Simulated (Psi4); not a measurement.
# SiH2Cl2 (dichlorosilane (DCS)): levels of theory compared

Aim: a comparison of 4 runs (HF/STO-3G, HF/3-21G, HF/cc-pVDZ, HF/cc-pVTZ-DK) of SiH2Cl2 (dichlorosilane (DCS)). 

The results are computed with Psi4 1.11.

## (1) Starting point

SiH2Cl2: 5 atoms, total charge 0, spin state singlet. As SMILES, `Cl[SiH2]Cl`. Geometry: relaxed at PBE0-D4/def2-TZVP.

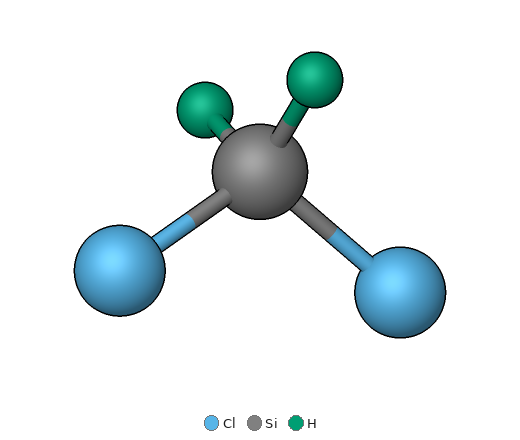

Viewed from a chosen angle; chlorine blue, silicon grey, hydrogen teal.

## (2) Energy and forces at HF/STO-3G (run 1)

Contents of calc.dat:

```
memory 1600 MB

molecule {
  0 1
  Cl    -1.036100    -0.393400     1.609300
  Si     0.136800    -0.071700    -0.028900
  Cl    -0.799200     1.196800    -1.324000
  H      0.352000    -1.362200    -0.711200
  H      1.396500     0.556600     0.413400
  units angstrom
  symmetry c1
}

set basis STO-3G
set puream true
set e_convergence 1e-09
set d_convergence 1e-08
set scf_type pk

gradient("scf")
print_variables()
```

Run with:

```
psi4 -i calc.dat -o calc.out -n 1
```

calc.out:

```text
[...]
  Running in c1 symmetry.
[...]
  Nuclear repulsion =  191.963420987880852
[...]
  Multiplicity = 1
[...]
  Nalpha       = 25
  Nbeta        = 25
[...]
    Number of basis functions: 29
[...]
   @RHF iter   1: -1195.96182383064388   -1.31434e+00   8.69208e-03 DIIS/ADIIS
[...]
   @RHF iter   8: -1196.02828624166818   -2.04636e-12   6.78535e-09 DIIS
[...]
    Orbital Energies [Eh]
    ---------------------
    Doubly Occupied:
       1A   -103.670630     2A   -103.670614     3A    -68.141885
       4A    -10.361857     5A    -10.361708     6A     -7.805708
       7A     -7.805513     8A     -7.800104     9A     -7.799993
      10A     -7.799983    11A     -7.799887    12A     -6.112608
      13A     -4.138778    14A     -4.137568    15A     -4.136406
      16A     -1.055213    17A     -1.014415    18A     -0.704651
      19A     -0.535448    20A     -0.498115    21A     -0.477911
      22A     -0.414358    23A     -0.406834    24A     -0.400133
      25A     -0.393158
[...]
  @RHF Final Energy: -1196.02828624166818
   => Energetics <=
    Nuclear Repulsion Energy =            191.9634209878808520
    One-Electron Energy =               -2041.0964579295468866
    Two-Electron Energy =                 653.1047506999979078
    Total Energy =                      -1196.0282862416679563
[...]
 Multipole Moments:
 ------------------------------------------------------------------------------------
     Multipole            Electronic (a.u.)      Nuclear  (a.u.)        Total (a.u.)
 ------------------------------------------------------------------------------------
 L = 1.  Multiply by 2.5417464519 to convert [e a0] to [Debye]
 Dipole X            :         -2.3122616            3.3608640            1.0486024
 Dipole Y            :          1.0381679           -1.5089095           -0.4707417
 Dipole Z            :          0.3762330           -0.5468273           -0.1705943
 Magnitude           :                                                    1.1620100
[...]
  -Total Gradient:
     Atom            X                  Y                   Z
    ------   -----------------  -----------------  -----------------
       1        0.012179118848     0.003114202881    -0.016626926733
       2       -0.049179792619     0.022103708821     0.007970948135
       3        0.009811919861    -0.013013877252     0.013088372077
       4        0.003979597392    -0.023762682655    -0.012567760355
       5        0.023209156514     0.011558648215     0.008135366875
[...]
```

It took 1.6 s on 1 thread of Intel Xeon Platinum 8488C (Sapphire Rapids), shared host; peak memory 0.18 GiB.

## (3) A single-point energy at HF/3-21G (run 2)

Contents of cl2h2si.py:

```python
import psi4

psi4.set_memory('1600 MB')
psi4.set_num_threads(1)
psi4.core.set_output_file('psi4.out', False)

molecule = psi4.geometry("""
Cl    -1.036100    -0.393400     1.609300
Si     0.136800    -0.071700    -0.028900
Cl    -0.799200     1.196800    -1.324000
H      0.352000    -1.362200    -0.711200
H      1.396500     0.556600     0.413400
units angstrom
symmetry c1
""")

psi4.set_options({
    'puream': True,
    'e_convergence': 1e-09,
    'd_convergence': 1e-08,
    'scf_type': 'pk',
})

E, wfn = psi4.energy("hf/3-21G", molecule=molecule, return_wfn=True)
psi4.oeprop(wfn, "LOWDIN_CHARGES", "QUADRUPOLE", "MULLIKEN_CHARGES")
print(f'total energy {E:.8f} hartree = {E * 27.211386:.5f} eV')
```

Run with:

```
python cl2h2si.py
```

psi4.out:

```text
[...]
  Running in c1 symmetry.
[...]
  Nuclear repulsion =  191.963420987880852
[...]
  Multiplicity = 1
[...]
  Nalpha       = 25
  Nbeta        = 25
[...]
    Number of basis functions: 43
[...]
   @RHF iter   1: -1203.18240304643905   -1.32314e-01   4.56323e-03 DIIS/ADIIS
[...]
   @RHF iter   9: -1203.21367424575010   -1.36424e-12   2.77765e-09 DIIS
[...]
    Orbital Energies [Eh]
    ---------------------
    Doubly Occupied:
       1A   -104.121787     2A   -104.121656     3A    -68.411341
       4A    -10.518644     5A    -10.518182     6A     -7.981663
       7A     -7.981543     8A     -7.977523     9A     -7.977387
      10A     -7.977285    11A     -7.977209    12A     -6.224934
      13A     -4.321464    14A     -4.319820    15A     -4.318438
      16A     -1.156358    17A     -1.120162    18A     -0.761095
      19A     -0.592138    20A     -0.571414    21A     -0.557097
      22A     -0.491687    23A     -0.486587    24A     -0.476324
      25A     -0.465272
[...]
  @RHF Final Energy: -1203.21367424575010
   => Energetics <=
    Nuclear Repulsion Energy =            191.9634209878808520
    One-Electron Energy =               -2047.5001765030917795
    Two-Electron Energy =                 652.3230812694607721
    Total Energy =                      -1203.2136742457500986
[...]
 Multipole Moments:
 ------------------------------------------------------------------------------------
     Multipole            Electronic (a.u.)      Nuclear  (a.u.)        Total (a.u.)
 ------------------------------------------------------------------------------------
 L = 1.  Multiply by 2.5417464519 to convert [e a0] to [Debye]
 Dipole X            :         -2.3732344            3.3608640            0.9876295
 Dipole Y            :          1.0655590           -1.5089095           -0.4433506
 Dipole Z            :          0.3861210           -0.5468273           -0.1607063
 Magnitude           :                                                    1.0944398
 L = 2.  Multiply by 1.3450342976 to convert [e a0^2] to [Debye ang]
 Quadrupole XX       :        -88.0268530           58.3587531          -29.6680999
 Quadrupole XY       :          9.0734025           -9.5477863           -0.4743838
[...]
  Mulliken Charges: (a.u.)
   Center  Symbol    Alpha    Beta     Spin     Total
       1    CL     8.71380  8.71380  0.00000 -0.42760
       2    SI     6.43389  6.43389  0.00000  1.13223
       3    CL     8.71379  8.71379  0.00000 -0.42758
       4     H     0.56926  0.56926  0.00000 -0.13852
       5     H     0.56926  0.56926  0.00000 -0.13852
   Total alpha = 25.00000, Total beta = 25.00000, Total charge = -0.00000
  Lowdin Charges: (a.u.)
   Center  Symbol    Alpha    Beta     Spin     Total
       1    CL     8.63050  8.63050  0.00000 -0.26100
[...]
```

Standard output:

```text
total energy -1203.21367425 hartree = -32741.11173 eV
```

It took 1.7 s on 1 thread of Intel Xeon Platinum 8488C (Sapphire Rapids), shared host; peak memory 0.18 GiB.

Run 3 isn't shown in full; the table further down has it.

## (4) A single-point energy at HF/cc-pVTZ-DK (sfX2C, density fitting, C-PCM carbon tetrachloride) (run 4)

Contents of calc.py:

```python
import psi4

psi4.set_memory(1600000000)
psi4.set_num_threads(1)
psi4.core.set_output_file('output.dat', False)

m = psi4.geometry("""
0 1
Cl    -1.036100    -0.393400     1.609300
Si     0.136800    -0.071700    -0.028900
Cl    -0.799200     1.196800    -1.324000
H      0.352000    -1.362200    -0.711200
H      1.396500     0.556600     0.413400
symmetry c1
""")

psi4.set_options({
    'basis': 'cc-pVTZ-DK',
    'reference': 'rhf',
    'scf_type': 'df',
    'damping_percentage': 10,
    'diis': False,
    'maxiter': 60,
    'relativistic': 'x2c',
    'pcm': True,
})
psi4.pcm_helper("""
  Units = Angstrom
  Medium {
    SolverType = CPCM
    Solvent = CCl4
  }
  Cavity {
    Type = GePol
    RadiiSet = UFF
    Scaling = False
    Area = 0.3
    Mode = Implicit
  }
""")

e_tot, wfn = psi4.energy("scf", return_wfn=True)
print(f'scf energy: {e_tot:.10f} Eh')
```

Run with:

```
python calc.py
```

output.dat:

```text
[...]
  Running in c1 symmetry.
[...]
  Nuclear repulsion =  191.963420987880852
[...]
  Multiplicity = 1
[...]
  Nalpha       = 25
  Nbeta        = 25
[...]
    Number of basis functions: 130
[...]
    WARNING: The X2C and Dirac Hamiltonians have substatially different eigenvalues!
             This is probably caused by the recontraction of the basis set.
[...]
   @DF-RHF iter   1: -1212.64609919721170   -2.74046e-01   1.75746e-03 ADIIS
[...]
   @DF-RHF iter  14: -1212.67685013726214   -9.29112e-07   2.80826e-08 DAMP=10%
[...]
    Orbital Energies [Eh]
    ---------------------
    Doubly Occupied:
       1A   -105.213002     2A   -105.212998     3A    -69.025159
       4A    -10.632345     5A    -10.632337     6A     -8.033601
       7A     -8.033595     8A     -8.032405     9A     -8.032399
      10A     -8.032360    11A     -8.032354    12A     -6.228080
      13A     -4.307710    14A     -4.306913    15A     -4.306051
      16A     -1.129617    17A     -1.102384    18A     -0.725004
      19A     -0.556133    20A     -0.553414    21A     -0.552932
      22A     -0.480120    23A     -0.479678    24A     -0.464772
      25A     -0.449678
[...]
  @DF-RHF Final Energy: -1212.67685013726214
   => Energetics <=
    Nuclear Repulsion Energy =            191.9634209878808520
    One-Electron Energy =               -2059.9322990525715795
    Two-Electron Energy =                 655.2944512325677806
    PCM Polarization Energy =              -0.0024233051393047
    Total Energy =                      -1212.6768501372621358
[...]
 Multipole Moments:
 ------------------------------------------------------------------------------------
     Multipole            Electronic (a.u.)      Nuclear  (a.u.)        Total (a.u.)
 ------------------------------------------------------------------------------------
 L = 1.  Multiply by 2.5417464519 to convert [e a0] to [Debye]
 Dipole X            :         -2.7819313            3.3608640            0.5789326
 Dipole Y            :          1.2490865           -1.5089095           -0.2598230
 Dipole Z            :          0.4525412           -0.5468273           -0.0942861
 Magnitude           :                                                    0.6415301
[...]
```

The script printed:

```text
scf energy: -1212.6768501373 Eh
```

Run time: 19 s. Hardware: 1 thread of Intel Xeon Platinum 8488C (Sapphire Rapids), shared host; peak memory 0.34 GiB.

## (5) The series

```
run                                                               level      task  integrals   energy (Eh)  dipole moment (D)  HOMO energy (eV)  LUMO energy (eV)  wall time
  1                                                           HF/STO-3G  gradient         pk  -1196.028286               2.95            -10.70              7.98      1.6 s
  2                                                            HF/3-21G    energy         pk  -1203.213674               2.78            -12.66              3.01      1.7 s
  3                                                          HF/cc-pVDZ  gradient         pk  -1209.200408               1.57            -12.35              3.75       25 s
  4  HF/cc-pVTZ-DK (sfX2C, density fitting, C-PCM carbon tetrachloride)    energy         df  -1212.676850               1.63            -12.24              3.66       19 s
```

## (6) Results

| quantity | value |
| --- | --- |
| run 4: total energy | -1212.67685 Eh |
| run 4: dipole moment | 1.63 D |
| run 4: HOMO energy | -12.24 eV |
| run 4: LUMO energy | 3.66 eV |
| run 4: HOMO–LUMO gap | 15.90 eV |
| run 4: solvent term in the energy | -6.4 kJ/mol |

In words: The dipole moment (its size) runs from 1.57 D (HF/cc-pVDZ) to 2.95 D (HF/STO-3G). The HOMO–LUMO gap runs from 15.67 eV (HF/3-21G) to 18.67 eV (HF/STO-3G). Some runs of one species differ in core potentials or relativity; totals across that change don't compare. In run 1 the basis is minimal, so the values are rough. All runs together took 47 s, the longest 25 s.
